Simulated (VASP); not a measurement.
Band structure of Sb2S3 (relaxed from the corundum structure, space group R-3c). Computed with PBEsol GGA, VASP's PBE PAW potentials (set 64) (plane waves; VASP).

Unless said otherwise, spin-orbit coupling is left out, though it shifts the bands of the heavy elements here.

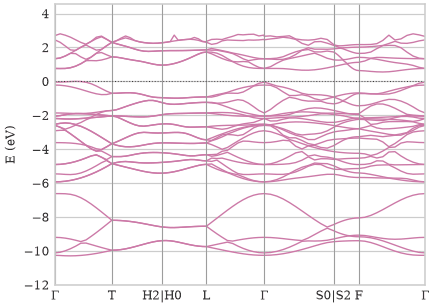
Fig. 1. Bands along high-symmetry lines, zero at the valence-band maximum or, without a gap, the Fermi level

**Question.** Read the plot: is there a gap, and where are the band edges?

**Answer.** The gap is indirect, 0.55 eV, from the valence maximum at Γ-T at 0.36 to the conduction minimum at F-Γ at 0.36. (Edges off the drawn lines would not show.)

The structure was generated: Sb2S3 was put into the corundum type (R-3c), which need not be its known phase. It was relaxed first, which changed the volume by +20 %.
